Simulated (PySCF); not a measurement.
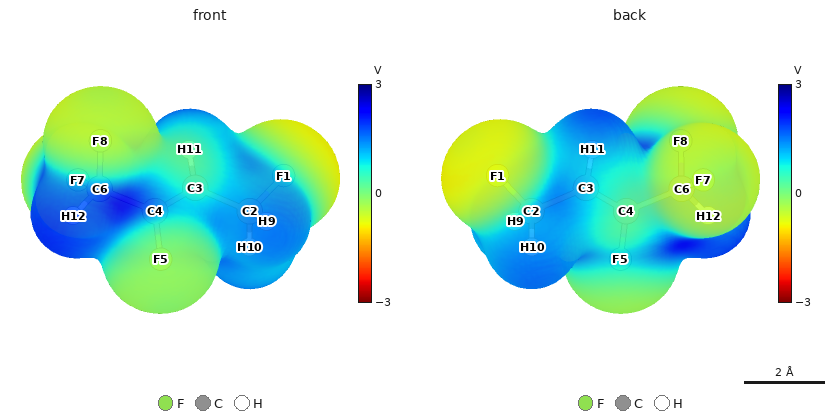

Figure 1: C$_{4}$H$_{4}$F$_{4}$ (SMILES FC/C=C(\F)C(F)F). The electrostatic potential painted on the density surface at 0.004 e/bohr³, seen from the front and from behind; the colour scale runs from red (negative) to blue (positive).

Geometry: GFN2-xTB.

All numbers below come from CAM-B3LYP/def2-SVPD, SCF density, gas phase (PySCF 2.14.0).

```
atom    x (Å)    y (Å)    z (Å)
   F   2.6742   0.9293  -0.8838
   C   1.9424   0.1121  -0.0694
   C   0.4839   0.2800  -0.3408
   C  -0.4758  -0.2950   0.3660
   F  -0.1952  -1.0944   1.4184
   C  -1.9524  -0.1523   0.1077
   F  -2.2651  -0.5683  -1.1434
   F  -2.3313   1.1468   0.1704
   H   2.1922   0.3732   0.9658
   H   2.2661  -0.9169  -0.2708
   H   0.2161   0.9122  -1.1736
   H  -2.5538  -0.7274   0.8276
```

> Where is the surface potential most negative and most positive?

The most negative region (about −0.9 V) lies over F1, the most positive (about +2.2 V) over C4 and C6.

> What dipole moment does the calculation give?

Its dipole moment is 1.64 D.
